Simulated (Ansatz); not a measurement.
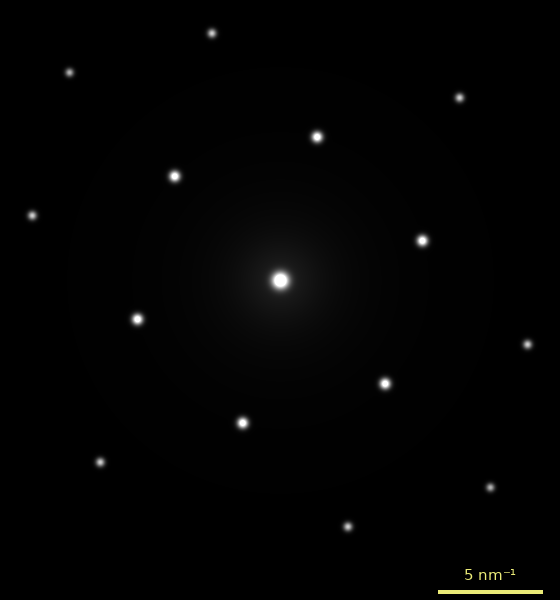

The pattern is a kinematic simulation for 200 kV electrons (no multiple scattering; isotropic B = 0.3 Å²).

It belongs to Pt, space group Fm-3m (No. 225), a = 3.970 Å. Structure: the input geometry of an electronic-structure calculation (not necessarily at equilibrium).

> Measure the pattern against the scale bar and name the zone.

The spots form a hexagonal net with both shortest vectors at d = 1.40 Å, 60.0° apart. They index as -2 2 0 and -2 0 2, so the zone axis is [111] (or an equivalent direction of <111>).

> Which reflections of this zone are missing, and why?

The lattice centring (F) removes all reflections that break h + k = 2n, h + l = 2n.

> List the strongest reflections.

Strongest reflections with d > 0.80 Å, one of each family (|F|² from tabulated Gaussian fits of the electron scattering factors, times a small damping for the curvature of the Ewald sphere):

```csv
hkl,d (Å),I (strongest = 100)
2 0 -2,1.404,100
4 -2 -2,0.810,24
```
